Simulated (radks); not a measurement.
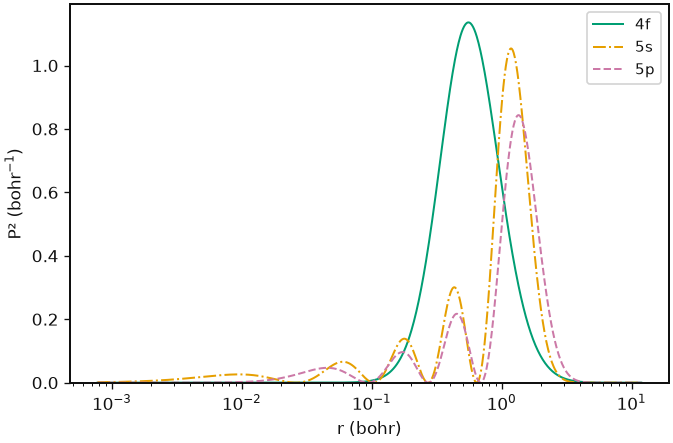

System: the Tb⁺ ion, configuration [Xe] 4f9 6s1. All numbers are computed, not measured: scalar-relativistic Kohn-Sham, LDA (Slater exchange, Perdew-Wang correlation), spin-unpolarised, spherical densities, finite nucleus (the in-house radial solver radks).

The plot shows the radial probability densities P² of 5s, 4f and 5p.

Question: What does the plot show?

Answer: 4f: outer maximum at 0.555 bohr, ⟨r⟩ = 0.902 bohr, 0 nodes, eigenvalue −9.67 eV; 5s: outer maximum at 1.18 bohr, ⟨r⟩ = 1.33 bohr, 4 nodes, eigenvalue −54.1 eV; 5p: outer maximum at 1.35 bohr, ⟨r⟩ = 1.57 bohr, 3 nodes, eigenvalue −31.4 eV.
